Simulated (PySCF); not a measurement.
SMILES FCBr at its PBE0/def2-SVP optimised geometry (Å):

```
5

F      1.0194    -0.6624     0.0000
C     -0.3218    -0.6624     0.0000
Br    -1.0194     1.1461     0.0000
H     -0.7044    -1.1461    -0.9093
H     -0.7043    -1.1461     0.9093
```

Computed with PBE0/def2-TZVP in PySCF. Cells within 0.4 Å of a nucleus heavier than hydrogen are left out (blank, or x).

Map of the HOMO−1 amplitude (bohr^(-3/2)) on the plane z = 0.0 Å; orbital energy -8.57 eV, overall sign arbitrary:

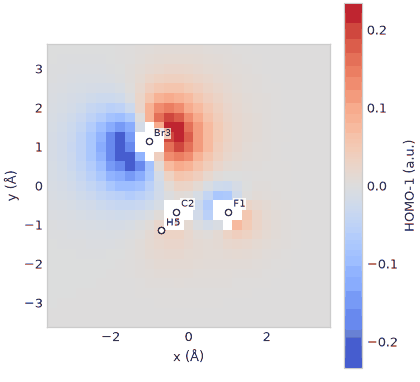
Fig. 1. HOMO−1 amplitude (bohr^(-3/2)) on the plane z = 0.0 Å.
